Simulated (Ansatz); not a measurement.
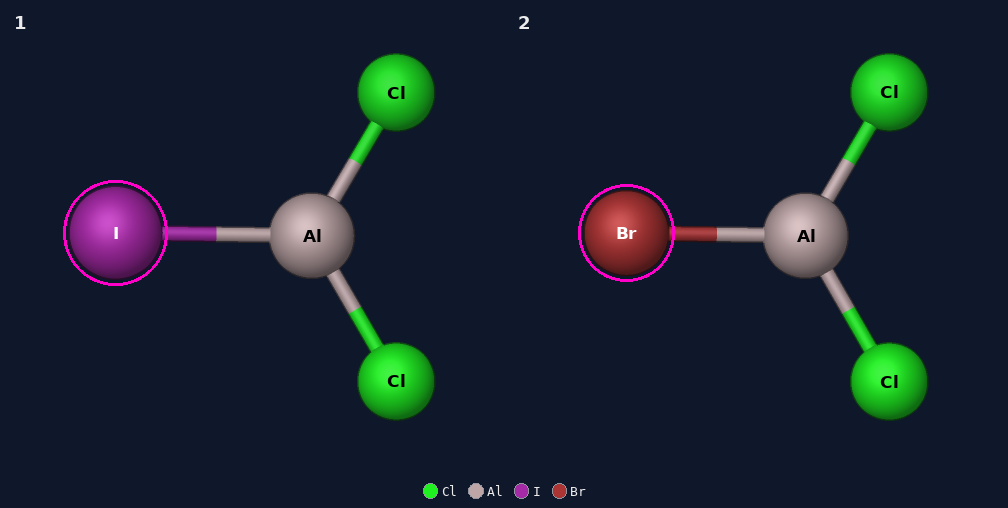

2 molecules with one skeleton, seen from the same side and at one scale; the atom that differs is circled. Each species is neutral and a spin singlet. Computed geometries: PBE0-D4/def2-TZVP optimisations, one conformation each. Properties computed with Ansatz 0.2.0. Elements past Kr carry core potentials.

One atom differs, called X below: I in panel 1, Br in panel 2. Their formulas are AlICl2 (`[Cl][Al]([Cl])[I]`), AlBrCl2 (`[Cl][Al]([Cl])[Br]`).

> In which is the HOMO energy (Kohn–Sham orbital) higher (PBE0-D4/def2-SVP)?

In panel 1 (X = I).

> In which is the HOMO–LUMO gap larger (PBE0-D4/def2-SVP)?

In panel 2 (X = Br).

Give the values. With PBE0-D4/def2-TZVP: length of X–Al (Å), mean angle Cl–Al–X (°), harmonic X–Al stretching wavenumber (cm⁻¹). With PBE0-D4/def2-SVP: HOMO energy (Kohn–Sham orbital) (eV), HOMO–LUMO gap (eV). With ωB97M-V/def2-TZVPP: dipole moment (D).

| quantity | 1 (I) | 2 (Br) | 2 − 1 |
| --- | --- | --- | --- |
| length of X–Al (Å) | 2.439 | 2.225 | −0.214 |
| mean angle Cl–Al–X (°) | 120.4 | 120.2 | −0.2 |
| HOMO energy (Kohn–Sham orbital) (eV) | −8.15 | −8.86 | −0.71 |
| HOMO–LUMO gap (eV) | 6.76 | 7.67 | +0.91 |
| dipole moment (D) | 0.47 | 0.12 | −0.35 |
| harmonic X–Al stretching wavenumber (cm⁻¹) | 538 | 566 | +28 |
